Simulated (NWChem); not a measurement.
# CH4Cd (CdMeH) at 6 levels

We compute a comparison of 6 runs (HF/STO-3G, HF/3-21G, HF/def2-SVP, r2SCAN/STO-3G, B2PLYP/def2-SVP, PBE/def2-SVP) of CH4Cd (CdMeH). 

The calculation is run with NWChem 7.3.0.

2 further runs of the same task are left out: 2 set aside as unsound or not needed.

### Step 1. The structure to begin with

CH4Cd has 6 atoms, charge 0, and is taken as a singlet. SMILES: `[H][Cd][CH3]`. Geometry: a GFN2-xTB relaxation, a rough one for these elements and not checked as a minimum.

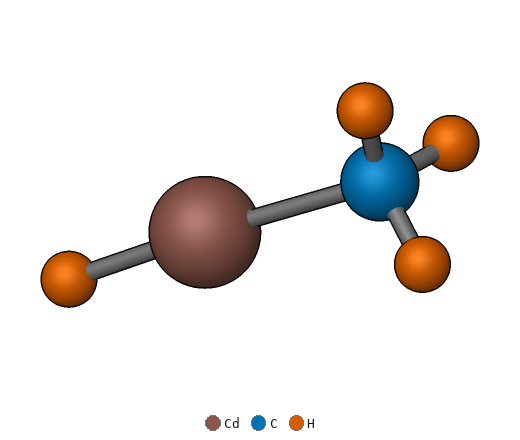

Viewed from a chosen angle; cadmium brown, carbon blue, hydrogen orange.

### Step 2. Energy and gradient at HF/STO-3G (run 1)

Input file run.py:

```python
from ase import Atoms
from ase.calculators.nwchem import NWChem

atoms = Atoms(['Cd', 'C', 'H', 'H', 'H', 'H'], positions=[
    [-0.000800, 0.032510, -1.368910],
    [0.005670, 0.005380, 0.807370],
    [-0.440930, 0.901040, 1.239670],
    [1.014920, -0.070240, 1.213800],
    [-0.556200, -0.845730, 1.194800],
    [-0.022660, -0.022960, -3.086740],
])

calc = NWChem(
    label='calc',
    theory='scf',
    memory='2200 mb',
    basis='STO-3G',
    basispar='spherical bse',
    scf={'nopen': '0', 'rhf': None, 'thresh': '1e-08', 'maxiter': '80'},
)
atoms.calc = calc

forces = atoms.get_forces()
print(f"energy = {atoms.get_potential_energy():.6f} eV")
print("forces (eV/A):")
for s, f in zip(atoms.symbols, forces):
    print(f"{s:2s} {f[0]:10.5f} {f[1]:10.5f} {f[2]:10.5f}")
print("dipole (e A):", atoms.get_dipole_moment().round(4))
```

Launch:

```bash
$ export ASE_NWCHEM_COMMAND="nwchem PREFIX.nwi > PREFIX.nwo"
$ python run.py
```

What it wrote:

```text
energy = -148337.757116 eV
forces (eV/A):
Cd   -0.04921   -0.21494   -0.16069
C     0.00262    0.03888   -2.10337
H     0.09045   -0.19237   -0.14635
H    -0.23906    0.00730   -0.13154
H     0.14768    0.21320   -0.11143
H     0.04757    0.14794    2.65343
dipole (e A): [ 0.0055  0.0277 -0.101 ]
```

The calculator wrote calc.nwi:

```
title "calc"

permanent_dir calc

scratch_dir calc

start calc

geometry units angstrom nocenter noautosym noautoz
  Cd -8.0000000000000004e-04 3.2509999999999997e-02 -1.3689100000000001e+00
  C  5.6699999999999997e-03 5.3800000000000002e-03 8.0737000000000003e-01
  H  -4.4092999999999999e-01 9.0103999999999995e-01 1.2396700000000000e+00
  H  1.0149200000000000e+00 -7.0239999999999997e-02 1.2138000000000000e+00
  H  -5.5620000000000003e-01 -8.4572999999999998e-01 1.1948000000000001e+00
  H  -2.2660000000000000e-02 -2.2960000000000001e-02 -3.0867399999999998e+00
end

memory 2200 mb

basis spherical bse noprint
   * library STO-3G
end

scf
  nopen 0
  rhf
  thresh 1e-08
  maxiter 80
end

task scf gradient
```

calc.nwo:

```text
Northwest Computational Chemistry Package (NWChem) 7.3.0
             --------------------------------------------------------

           Job information
           ---------------

    nwchem branch   = 7.3.0
    use scalapack   = T
    input           = calc.nwi
    prefix          = calc.
    data base       = calc/calc.db
    status          = startup
    nproc           =        1

           Memory information
           ------------------

    heap     =     72089598 doubles =      550.0 Mbytes
    stack    =     72089595 doubles =      550.0 Mbytes
    global   =    144179200 doubles =     1100.0 Mbytes (distinct from heap & stack)
    total    =    288358393 doubles =     2200.0 Mbytes
    verify   = yes
    hardfail = no

[... 131 lines left out ...]
 Convergence threshold     :          1.000E-08
[... 12 lines left out ...]
       Final RHF  results
[... 3 lines left out ...]
      One-electron energy =  -7793.186360024849
[... 1 line left out ...]
 Nuclear repulsion energy =    123.066679971624
[... 44 lines left out ...]
                       ROHF Final Molecular Orbital Analysis
[... 187 lines left out ...]
                 ----------------------------------------
                 |  Time  |  1-e(secs)   |  2-e(secs)   |
                 ----------------------------------------
                 |  CPU   |       0.00   |       0.82   |
                 ----------------------------------------
                 |  WALL  |       0.00   |       0.82   |
                 ----------------------------------------

 Task  times  cpu:        3.8s     wall:        3.8s
 Total times  cpu:        3.9s     wall:        3.9s
```

Run time: 5.4 s. Hardware: 1 thread of Intel Xeon Platinum 8488C (Sapphire Rapids), shared host; peak memory 0.099 GiB.

### Step 3. Energy and forces at HF/3-21G (run 2)

Input file ch4cd.nw:

```
start ch4cd
title "CH4Cd gradient"
memory total 2200 mb
geometry units angstroms noautosym nocenter noautoz
Cd      -0.000800       0.032510      -1.368910
C        0.005670       0.005380       0.807370
H       -0.440930       0.901040       1.239670
H        1.014920      -0.070240       1.213800
H       -0.556200      -0.845730       1.194800
H       -0.022660      -0.022960      -3.086740
end
basis spherical bse
* library 3-21G
end
scf
thresh 1e-08
maxiter 80
noprint "final vectors analysis"
end
task scf gradient
```

Launch:

```bash
$ nwchem ch4cd.nw > ch4cd.out
```

What it wrote:

```text
[...]
  functions       =    53
[...]
  wavefunction    = RHF
[...]
         Total SCF energy =  -5479.755671251607
      One-electron energy =  -7817.191577896215
      Two-electron energy =   2214.369226672983
 Nuclear repulsion energy =    123.066679971624
        Time for solution =      3.5s
[...]
                         RHF ENERGY GRADIENTS
    atom               coordinates                        gradient
                 x          y          z           x          y          z
   1 Cd     -0.001512   0.061435  -2.586865    0.000106   0.000569  -0.007020
   2 C       0.010715   0.010167   1.525708   -0.000192  -0.000048  -0.017110
   3 H      -0.833237   1.702719   2.342637   -0.000236   0.000583   0.002827
   4 H       1.917921  -0.132734   2.293749    0.000958   0.000037   0.002695
   5 H      -1.051066  -1.598198   2.257845   -0.000675  -0.000913   0.002488
   6 H      -0.042821  -0.043388  -5.833093    0.000038  -0.000228   0.016120
[...]
```

Wall time 5.4 s (1 thread of Intel Xeon Platinum 8488C (Sapphire Rapids), shared host); peak memory 0.097 GiB.

### Step 4. Energy and forces at HF/def2-SVP (core potential) (run 3)

Input file struct.nw:

```
start struct
memory stack 880 mb heap 220 mb global 1100 mb
charge 0
geometry units angstroms noautosym nocenter noautoz
  Cd   -0.000800    0.032510   -1.368910
  C     0.005670    0.005380    0.807370
  H    -0.440930    0.901040    1.239670
  H     1.014920   -0.070240    1.213800
  H    -0.556200   -0.845730    1.194800
  H    -0.022660   -0.022960   -3.086740
end
basis spherical bse
  * library def2-SVP
end
ecp bse
  Cd library def2-SVP
end
scf
  singlet
  rhf
  thresh 1e-08
  maxiter 80
end
task scf gradient
```

Launch:

```bash
$ nwchem struct.nw > struct.out
```

What it wrote:

```text
[...]
  functions       =    65
[...]
  wavefunction    = RHF
[...]
         Total SCF energy =   -206.957442128612
      One-electron energy =   -464.988041242708
      Two-electron energy =    200.444113285437
 Nuclear repulsion energy =     57.586485828660
        Time for solution =      4.9s
[...]
                         RHF ENERGY GRADIENTS
    atom               coordinates                        gradient
                 x          y          z           x          y          z
   1 Cd     -0.001512   0.061435  -2.586865    0.000359   0.001601  -0.002030
   2 C       0.010715   0.010167   1.525708   -0.000165  -0.000332   0.000216
   3 H      -0.833237   1.702719   2.342637    0.001329  -0.002584   0.001249
   4 H       1.917921  -0.132734   2.293749   -0.002567   0.000275   0.001242
   5 H      -1.051066  -1.598198   2.257845    0.001268   0.002006   0.001146
   6 H      -0.042821  -0.043388  -5.833093   -0.000225  -0.000965  -0.001823
[...]
```

It took 7.2 s on 1 thread of Intel Xeon Platinum 8488C (Sapphire Rapids), shared host; peak memory 0.11 GiB.

Runs 4 to 5 aren't shown in full; the table further down has their settings and results.

### Step 5. Energy and forces at PBE/def2-SVP (core potential) (run 6)

Input file ch4cd.nw:

```
start ch4cd
title "CdMeH"
memory total 2200 mb
geometry noautosym nocenter noautoz
  Cd   -0.000800    0.032510   -1.368910
  C     0.005670    0.005380    0.807370
  H    -0.440930    0.901040    1.239670
  H     1.014920   -0.070240    1.213800
  H    -0.556200   -0.845730    1.194800
  H    -0.022660   -0.022960   -3.086740
end
basis spherical bse
  Cd library def2-SVP
  C library def2-SVP
  H library def2-SVP
end
ecp bse
  Cd library def2-SVP
end
dft
  xc xpbe96 cpbe96
  grid xfine
  convergence energy 1e-08
  maxiter 100
  mulliken
  noprint "final vectors analysis"
end
task dft gradient
```

Launch:

```bash
$ nwchem ch4cd.nw > ch4cd.out
```

What it wrote:

```text
[...]
          Wavefunction type:  closed shell.
          No. of atoms     :     6
          No. of electrons :    30
[...]
          Charge           :     0
          Spin multiplicity:     1
[...]
          AO basis - number of functions:    65
[...]
              XC Information
              --------------
          PerdewBurkeErnzerhof Exchange Functional  1.000
            Perdew 1991 LDA Correlation Functional  1.000 local
           PerdewBurkeErnz. Correlation Functional  1.000 non-local
[...]
 d= 0,ls=0.0,diis     1   -208.0841365092 -2.66D+02  1.64D-02  2.04D-01     2.3
[...]
 d= 0,ls=0.0,diis    10   -208.1153886605 -2.54D-09  4.35D-07  6.57D-10    20.2
         Total DFT energy =     -208.115388660518
      One electron energy =     -464.744946689472
           Coulomb energy =      221.236952872275
    Exchange-Corr. energy =      -22.193880671981
 Nuclear repulsion energy =       57.586485828660
[...]
      Total Density - Mulliken Population Analysis
     ---------------------------------------------
    Atom       Charge   Shell Charges
 -----------   ------   -------------------------------------------------------
    1 Cd  20    19.65  -0.39  1.73  0.67  0.96  0.28  5.98  0.29  0.19  8.96  0.98  0.00
    2 C    6     6.36   1.98  0.89  0.30  2.07  1.10  0.02
    3 H    1     0.95   0.73  0.20  0.03
    4 H    1     0.95   0.73  0.20  0.03
    5 H    1     0.95   0.73  0.20  0.03
    6 H    1     1.12   0.67  0.45  0.01
[...]
  wavefunction    = closed shell
                         DFT ENERGY GRADIENTS
    atom               coordinates                        gradient
                 x          y          z           x          y          z
   1 Cd     -0.001512   0.061435  -2.586865    0.000411   0.001914  -0.004742
   2 C       0.010715   0.010167   1.525708   -0.000144  -0.000651   0.016126
   3 H      -0.833237   1.702719   2.342637    0.005808  -0.011633  -0.001777
   4 H       1.917921  -0.132734   2.293749   -0.012725   0.000971  -0.001477
   5 H      -1.051066  -1.598198   2.257845    0.006942   0.010535  -0.001315
   6 H      -0.042821  -0.043388  -5.833093   -0.000290  -0.001136  -0.006814
[...]
```

Run time: 25 s. Hardware: 1 thread of Intel Xeon Platinum 8488C (Sapphire Rapids), shared host; peak memory 0.14 GiB.

### Step 6. The series

```
run                             level  core potential  iteration cap   energy (Eh)  dipole moment (D)  largest force (eV/Å)  wall time
  1                         HF/STO-3G               –             80  -5451.312071               0.50                 2.658      5.4 s
  2                          HF/3-21G               –             80  -5479.755671               0.46                 0.880      5.4 s
  3      HF/def2-SVP (core potential)        def2-SVP             80   -206.957442               0.45                 0.163      7.2 s
  4                     r2SCAN/STO-3G               –            100  -5453.689844               0.27                 2.980       11 s
  5  B2PLYP/def2-SVP (core potential)        def2-SVP            100   -207.935755                  –                     –       18 s
  6     PBE/def2-SVP (core potential)        def2-SVP            100   -208.115389               0.59                 0.830       25 s
```

### Step 7. Outcome

| quantity | value |
| --- | --- |
| run 6: total energy | -208.11539 Eh |
| run 6: dipole moment | 0.59 D |
| run 6: largest force on an atom | 0.830 eV/Å |

Over runs 1, 2, 3, 4, 6 the dipole moment (its size) runs from 0.27 D (r2SCAN/STO-3G) to 0.59 D (PBE/def2-SVP). The two ends differ in method and basis and core potential. The two dipoles point in opposite directions. Over runs 1, 3, 4 the HOMO–LUMO gap runs from 6.86 eV (r2SCAN/STO-3G) to 16.25 eV (HF/STO-3G). Exact exchange widens orbital gaps. Totals of different functionals can't be ranked against each other. Some runs of one species differ in core potentials or relativity; totals across that change don't compare. In runs 1, 4 the basis is minimal, so the values are rough. In runs 1, 2, 4 relativity is left out where basis or elements ask for it. All runs together took 72 s, the longest 25 s.
